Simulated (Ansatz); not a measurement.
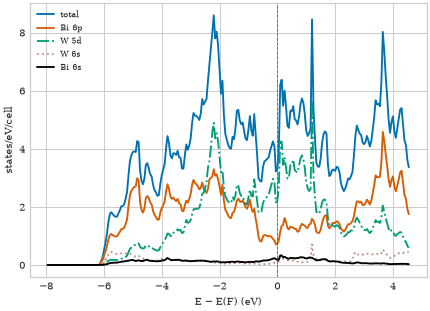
*Total and projected density of states of Bi2W in space group C2/m (No. 12; W on 4i, Bi on 4i, Bi on 4i), plane-wave PAW PBE (Ansatz code)*

Task: Which orbitals carry the states next to the Fermi level?

Result: Within 0.5 eV of the Fermi level: W 5d 65 %, Bi 6p 24 %. Projections are on Löwdin-orthogonalised atomic valence shells; empty p or d shells of many metals are not among them.

Task: Where is the tallest occupied peak in this window, and what makes it?

Result: Near -2.2 eV, about 8.6 states/eV per cell; the largest projected share is W 5d.

The start of the workflow was typed in or built on a structure type; neither database checked (COD, Materials Project) lists it. Whether it is the stable phase at ambient conditions was not checked. Symmetry was held in the PBE relaxation; whether a distortion lowers the energy is not shown. No spin polarisation was allowed. The volume moved by -17 % from the start of the relaxation. Its formation energy is positive at this level, so the cell may be metastable or incomplete. Spin–orbit coupling is left out wherever it is not named.

Potentials: the earlier of the program's two PAW sets.
